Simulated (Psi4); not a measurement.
**AlH3Cl− (SMILES [H][Al-]([H])([H])[Cl]): HF-D3(BJ)/STO-6G**

What is the electrostatic solvation energy at fixed shape (ddCOSMO, benzene) of AlH3Cl− at HF-D3(BJ)/STO-6G? 

The calculation is run with Psi4 1.11.

5 further runs of the same task are left out: 1 that didn't finish, 4 set aside as unsound or not needed.

## (1) The system as given

AlH3Cl−: 5 atoms, total charge -1, spin state singlet. SMILES: `[H][Al-]([H])([H])[Cl]`. The shape comes from GFN2-xTB (4 decimals), which is rough for such elements, and wasn't checked as a minimum.

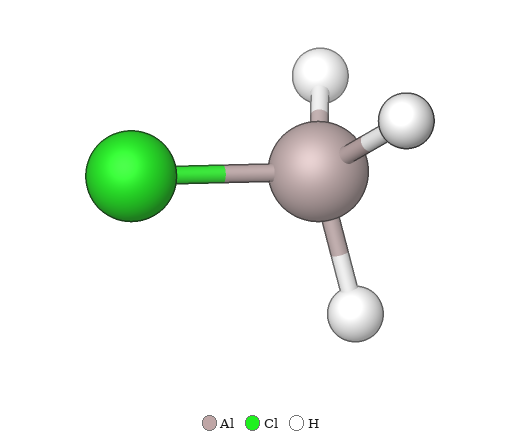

Viewed from a chosen angle; aluminium light grey, chlorine green, hydrogen white.

## (2) The energy at HF-D3(BJ)/STO-6G

alclh3.sdf reads:

```

     RDKit          3D

  5  4  0  0  0  0  0  0  0  0999 V2000
   -0.0024    0.0004   -0.1342 Al  0  0  0  0  0  4  0  0  0  0  0  0
    0.0138   -0.0184    1.9618 Cl  0  0  0  0  0  0  0  0  0  0  0  0
    1.5321    0.0117   -0.6170 H   0  0  0  0  0  0  0  0  0  0  0  0
   -0.7754    1.3344   -0.5904 H   0  0  0  0  0  0  0  0  0  0  0  0
   -0.7681   -1.3281   -0.6202 H   0  0  0  0  0  0  0  0  0  0  0  0
  2  1  1  0
  3  1  1  0
  4  1  1  0
  5  1  1  0
M  CHG  1   1  -1
M  END
$$$$
```

run_ase.py reads:

```python
import numpy as np
from ase.calculators.psi4 import Psi4
from ase.io import read

mol = read('alclh3.sdf')
calc = Psi4(atoms=mol, method='hf-d3bj2b', basis='STO-6G', memory='1600MB', num_threads=1, charge=-1, multiplicity=1, label='alclh3')
calc.psi4.set_options({'scf_type': 'pk'})
mol.calc = calc

print(f'energy: {mol.get_potential_energy():.6f} eV')
```

Command:

```
$ python run_ase.py
```

alclh3.dat:

```text
[...]
  Running in c1 symmetry.
[...]
  Nuclear repulsion =   78.230039149693724
[...]
  Multiplicity = 1
[...]
  Nalpha       = 17
  Nbeta        = 17
[...]
    Number of basis functions: 21
[...]
   @RHF iter   1:  -700.70573176311575   -1.62402e+00   6.33091e-03 DIIS/ADIIS
[...]
   @RHF iter   5:  -700.71949276229270   -1.67547e-07   8.89055e-07 DIIS
[...]
    Orbital Energies [Eh]
    ---------------------
    Doubly Occupied:
       1A   -104.517087     2A    -58.249182     3A     -9.966423
       4A     -7.482216     5A     -7.478759     6A     -7.478758
       7A     -4.470298     8A     -2.718179     9A     -2.716032
      10A     -2.716024    11A     -0.708486    12A     -0.282886
      13A     -0.150221    14A     -0.150152    15A     -0.143765
      16A     -0.082311    17A     -0.081886
[...]
  @RHF Final Energy:  -700.71949276229270
   => Energetics <=
    Nuclear Repulsion Energy =             78.2300391496937237
    One-Electron Energy =               -1139.0663628815427728
    Two-Electron Energy =                 360.1405204349625819
    Total Energy =                       -700.7194927622927025
[...]
 Multipole Moments:
 ------------------------------------------------------------------------------------
     Multipole            Electronic (a.u.)      Nuclear  (a.u.)        Total (a.u.)
 ------------------------------------------------------------------------------------
 L = 1.  Multiply by 2.5417464519 to convert [e a0] to [Debye]
 Dipole X            :          0.0253653           -0.0271576           -0.0017924
 Dipole Y            :         -0.0525660            0.0425171           -0.0100490
 Dipole Z            :          4.9892653           -4.3269328            0.6623325
 Magnitude           :                                                    0.6624111
[...]
```

Standard output:

```text
energy: -19067.548612 eV
```

It took 2.6 s on 1 thread of INTEL XEON PLATINUM 8581C at 2.30GHz (Emerald Rapids), shared host; peak memory 0.21 GiB.

## (3) The energy at HF-D3(BJ)/STO-6G (ddCOSMO benzene)

job.json reads:

```json
{
  "schema_name": "qcschema_input",
  "schema_version": 1,
  "molecule": {
    "schema_name": "qcschema_molecule",
    "schema_version": 2,
    "symbols": ["Al", "Cl", "H", "H", "H"],
    "geometry": [-0.00462983, 0.00079368, -0.25362014, 0.02617271, -0.03469537, 3.70728361, 2.8952494, 0.022072, -1.16594212, -1.46527474, 2.52163164, -1.11576989, -1.45151753, -2.50980196, -1.17193255],
    "molecular_charge": -1,
    "molecular_multiplicity": 1,
    "fix_symmetry": "c1"
  },
  "driver": "energy",
  "model": {
    "method": "hf-d3bj2b",
    "basis": "STO-6G"
  },
  "keywords": {
    "scf_type": "pk",
    "level_shift": 0.1,
    "df_scf_guess": false,
    "maxiter": 100,
    "ddx": true,
    "ddx_model": "cosmo",
    "ddx_solvent": "benzene",
    "ddx_radii_set": "uff"
  }
}
```

Command:

```
$ psi4 --qcschema job.json -n 1 --memory 1600MB
```

stdout:

```text
[...]
  Running in c1 symmetry.
[...]
  Nuclear repulsion =   78.229455211211572
[...]
  Multiplicity = 1
[...]
  Nalpha       = 17
  Nbeta        = 17
[...]
    Number of basis functions: 21
[...]
   @RHF iter   1:  -700.75724090012727   -1.67555e+00   6.27058e-03 DIIS/ADIIS
[...]
   @RHF iter   5:  -700.77076962157059   -1.85898e-07   9.79824e-07 DIIS
[...]
    Orbital Energies [Eh]
    ---------------------
    Doubly Occupied:
       1A   -104.620028     2A    -58.350524     3A    -10.069480
       4A     -7.585274     5A     -7.581807     6A     -7.581806
       7A     -4.571596     8A     -2.819438     9A     -2.817336
      10A     -2.817327    11A     -0.811952    12A     -0.384319
      13A     -0.253155    14A     -0.253129    15A     -0.245977
      16A     -0.183903    17A     -0.183567
[...]
  @RHF Final Energy:  -700.77076962157059
   => Energetics <=
    Nuclear Repulsion Energy =             78.2294552112115724
    One-Electron Energy =               -1139.0746074238281835
    Two-Electron Energy =                 360.1493532391184544
    DD Solvation Energy =                 -0.0512812835217359
    Total Energy =                       -700.7707696215704800
[...]
 Multipole Moments:
 ------------------------------------------------------------------------------------
     Multipole            Electronic (a.u.)      Nuclear  (a.u.)        Total (a.u.)
 ------------------------------------------------------------------------------------
 L = 1.  Multiply by 2.5417464519 to convert [e a0] to [Debye]
 Dipole X            :          0.0242476           -0.0271630           -0.0029154
 Dipole Y            :         -0.0516246            0.0423776           -0.0092469
 Dipole Z            :          4.9800100           -4.3269246            0.6530854
 Magnitude           :                                                    0.6531573
[...]
```

The result, in JSON:

```text
{
 "driver": "energy",
 "model": {
  "method": "hf-d3bj2b",
  "basis": "STO-6G"
 },
 "success": true,
 "return_result": -700.7707696215706,
 "properties": {
  "calcinfo_nbasis": 21,
  "calcinfo_nmo": 21,
  "calcinfo_nalpha": 17,
  "calcinfo_nbeta": 17,
  "calcinfo_natom": 5,
  "nuclear_repulsion_energy": 78.22945521121157,
  "return_energy": -700.7707696215706,
  "scf_one_electron_energy": -1139.0746074238282,
  "scf_two_electron_energy": 360.14935323911845,
  "scf_dispersion_correction_energy": -0.02368936455065809,
  "scf_dipole_moment": [-0.002915371928006505, -0.009246944059378814, 0.6530853667424585],
  "scf_total_energy": -700.7707696215706,
  "scf_iterations": 5
 }
}
```

It took 3.9 s on 1 thread of INTEL XEON PLATINUM 8581C at 2.30GHz (Emerald Rapids), shared host; peak memory 0.21 GiB.

## (4) What came out

At HF-D3(BJ)/STO-6G:

| quantity | value |
| --- | --- |
| gas phase: total energy | -700.71949 Eh |
| gas phase: HOMO energy | -2.23 eV |
| gas phase: LUMO energy | 20.19 eV |
| gas phase: HOMO–LUMO gap (to an unbound level, set by the basis) | 22.42 eV |
| gas phase: dispersion energy | -62.20 kJ/mol |
| ddCOSMO, benzene: total energy | -700.77077 Eh |
| ddCOSMO, benzene: HOMO energy | -5.00 eV |
| ddCOSMO, benzene: LUMO energy | 17.41 eV |
| ddCOSMO, benzene: HOMO–LUMO gap (to an unbound level, set by the basis) | 22.41 eV |
| ddCOSMO, benzene: dispersion energy | -62.20 kJ/mol |
| ddCOSMO, benzene: solvent term in the energy | -134.6 kJ/mol |
| energy change from gas to solvent at fixed shape | -1.395 eV |

What this shows: The solvent model (ddCOSMO, benzene) lowers the energy by 1.40 eV (−32 kcal/mol) at the same shape. It holds the electrostatic part alone, without cavity or dispersion terms.
